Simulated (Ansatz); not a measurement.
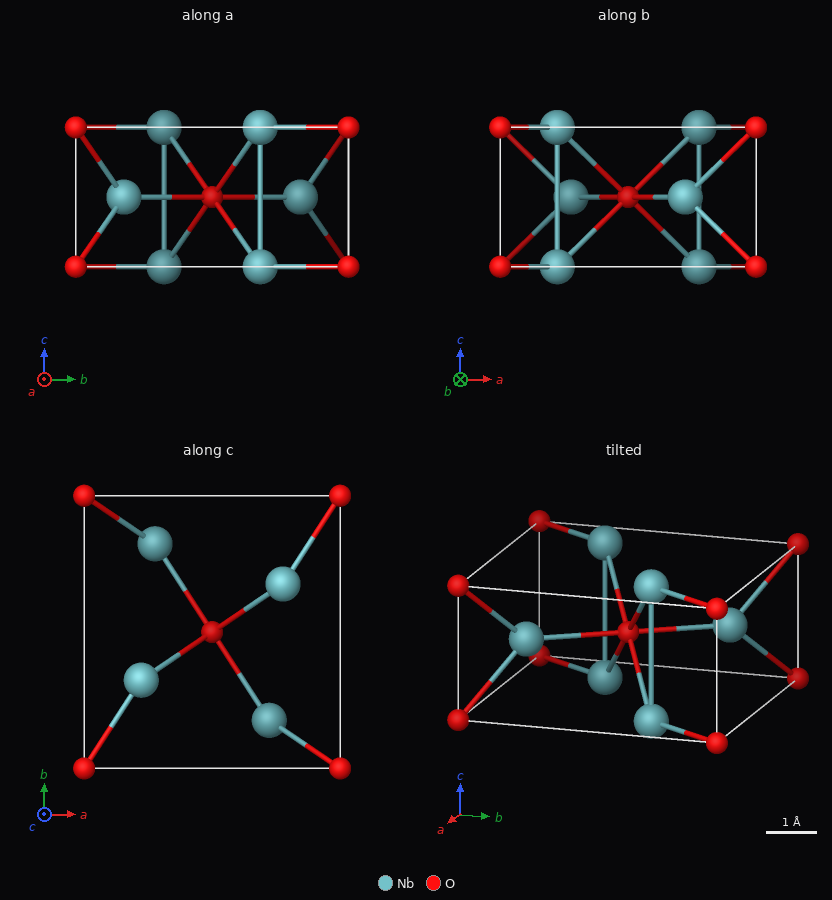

A ball-and-stick rendering, viewed along the a axis, along the b axis, along the c axis and slightly off an axis. Lines trace the edges of the conventional unit cell.

Lattice parameters: a = 5.214 Å, b = 5.555 Å, c = 2.838 Å, α = 90.00°, β = 90.00°, γ = 90.00°. Put a along x and b in the xy plane.

> Express the structure as a POSCAR file, with free fractional coordinates to two decimals.

```
Nb O
1.0
     5.214    0.000    0.000
     0.000    5.555    0.000
     0.000    0.000    2.838
Nb O
4 2
Direct
  0.22 0.32 0.00
  0.78 0.68 0.00
  0.72 0.18 0.50
  0.28 0.82 0.50
  0.00 0.00 0.00
  0.50 0.50 0.50
```

Starting structure: a structure type filled with these elements by a generator (whether the compound takes this form wasn't checked). The final geometry of a relaxation with DFT PBE, scalar-relativistic, plane waves, PAW (Ansatz) is shown.
